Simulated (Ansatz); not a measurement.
## Electronic structure of FH2N2Si (doublet) in real space

Input

```
crystal:
  periodic: [false, false, false]
  atoms:
    - {symbol: F, position_ang: [-1.453193, -0.319821, -1.331721]}
    - {symbol: N, position_ang: [-1.509835, 2.831944, 0.860591]}
    - {symbol: N, position_ang: [-1.534339, 1.844020, -0.022248]}
    - {symbol: Si, position_ang: [-1.190974, 0.125793, 0.228176]}
    - {symbol: H, position_ang: [-1.242776, 2.401511, 1.761008]}
    - {symbol: H, position_ang: [-1.791683, 2.171241, -0.958064]}
basis:
  gaussian:
    orbitals: def2-TZVPD
magnetization:
  spin_polarized: true
  initial_magnetization: 1
hamiltonian:
  xc: pbe0
output: {forces: true, orbitals: {seedname: orbitals}}
```

Command:

```sh
ansatz run input.yaml --threads 1 --pin off --max-ram 2610MiB --events-out events.jsonl --progress --plain --runs-dir runs
```

Geometry: PBE0-D3(BJ)/def2-SVP.

The calculation used Ansatz 0.2.0, isolated molecule in a Gaussian basis; Kohn-Sham density functional theory, functional PBE0.

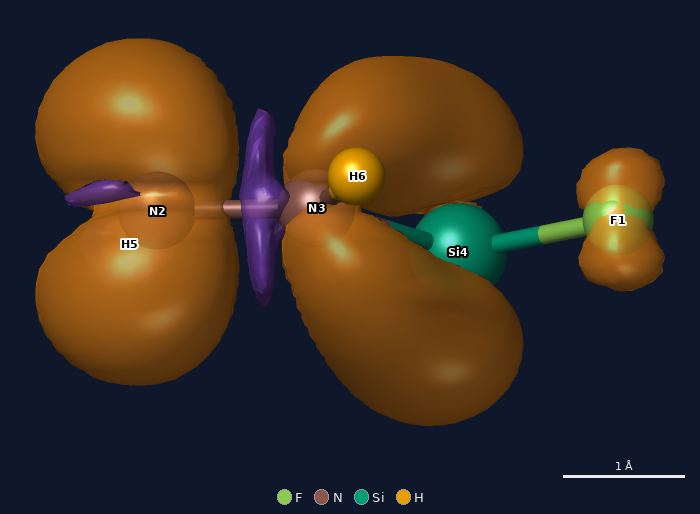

Figure 1. Isosurfaces of the spin density at +0.015 (orange) and −0.015 e/Å³ (purple), seen from one side.

Question: Which atoms carry the spin?

Answer: The unpaired spin (1 electron) lies mostly on N2 (about 0.6), Si4 (about 0.2) and N3 (about 0.1), in electrons by Hirshfeld's partition.

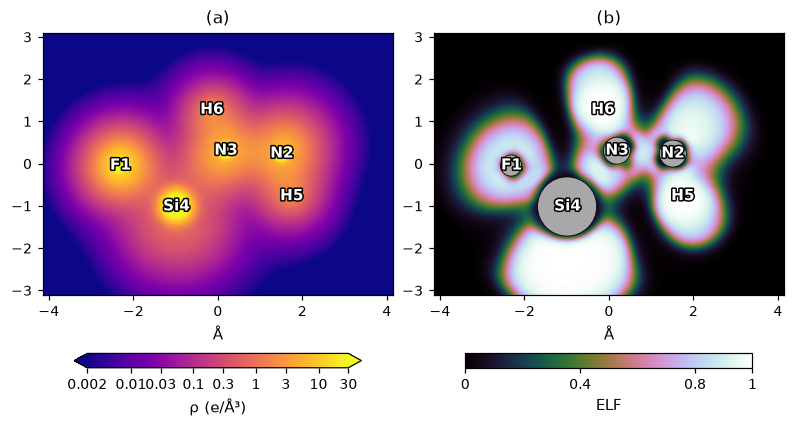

Figure 2. (a) electron density; (b) ELF on the molecular plane. Grey discs cover the atomic cores in the ELF map.

Question: What do the fields say about this system?

Answer:
- The section cuts through F, N, Si and H sites.
- N–N (1.33 Å): ρ is about 2.6 e/Å³ halfway; the ELF peaks at about 0.90 between the atoms (localised, covalent bonding).
- Si–F (1.64 Å): ρ at the midpoint is about 1 e/Å³; the ELF peaks at about 0.85 in the valence shell of F, 0.6 Å from its nucleus, and is about 0.45 at the midpoint.
- Si–N (1.77 Å): ρ is about 1 e/Å³ halfway; the ELF peaks at about 0.90 between the atoms (a shared but strongly polarised pair).
- N–H (1.02 Å): ρ is about 2.9 e/Å³ halfway; the ELF climbs to about 1 towards the hydrogen, as it does in any bond to H; an ordinary covalent bond to hydrogen.
- The ELF also peaks beside Si4, F1 and N2, away from the bonds: non-bonding electrons, paired or unpaired.

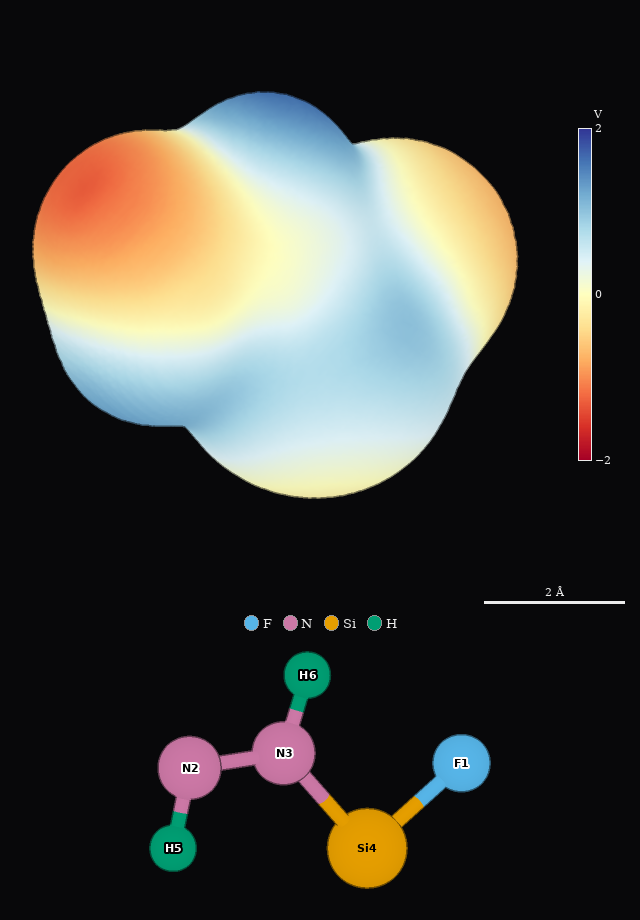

Figure 3. The molecular electrostatic potential painted on the density surface at 0.001 e/bohr³, seen at a tilt; the colour scale runs from red (negative) to blue (positive). The bare structure is drawn below in the same view.

Question: Describe the electrostatic potential map.

Answer: The most negative region (about −1.3 V) lies over N2, the most positive (about +1.6 V) over H6. N2 is the likeliest acceptor of a hydrogen bond.
